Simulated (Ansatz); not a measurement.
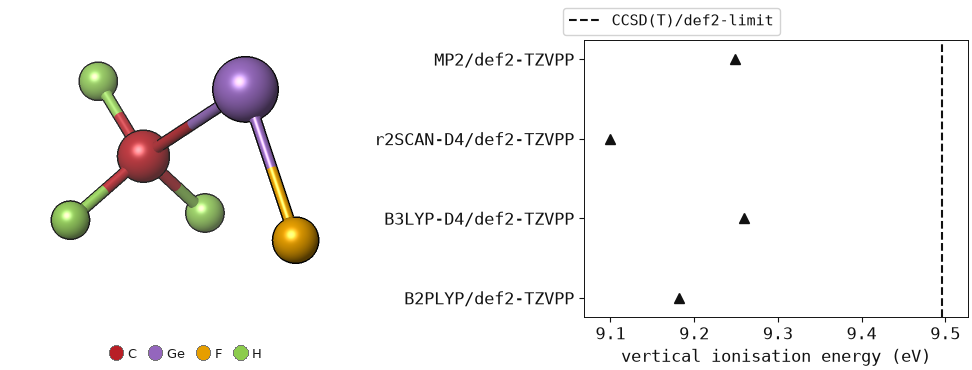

Vertical ionisation energy of CH₃FGe, SMILES [CH3][Ge][F], singlet, taken as the energy of the cation less that of the neutral at fixed geometry (unrestricted doublet cation, cores frozen in correlated methods, no spin-orbit coupling), the Ansatz code, at a PBE0-D4/def2-TZVP geometry (a minimum by its frequencies). Limit means an estimate of the basis limit from triple and quadruple zeta; for coupled cluster it is either extrapolated directly or built as the MP2 limit plus the step from MP2 in triple zeta. B2PLYP/def2-TZVPP holds a correlation term that converges slowly with the basis, so part of the distance to the limit is basis error. The distance of MP2/def2-TZVPP to the limit includes basis error.

### Which level comes closest to the line (CCSD(T)/def2-limit), and which misses most?

Closest B3LYP-D4/def2-TZVPP (9.26 eV), against 9.50 eV; farthest r2SCAN-D4/def2-TZVPP (9.10 eV).

### Give the values.

| level | eV | less CCSD(T)/def2-limit |
| --- | --- | --- |
| MP2/def2-TZVPP | 9.25 | −0.25 |
| r2SCAN-D4/def2-TZVPP | 9.10 | −0.40 |
| B3LYP-D4/def2-TZVPP | 9.26 | −0.24 |
| B2PLYP/def2-TZVPP | 9.18 | −0.31 |
| CCSD(T)/def2-limit | 9.50 | 0.00 |

Limits of at least one run: no scalar relativity up to krypton; outer-core shells are correlated without core-valence functions, which makes the correlated values less sure.
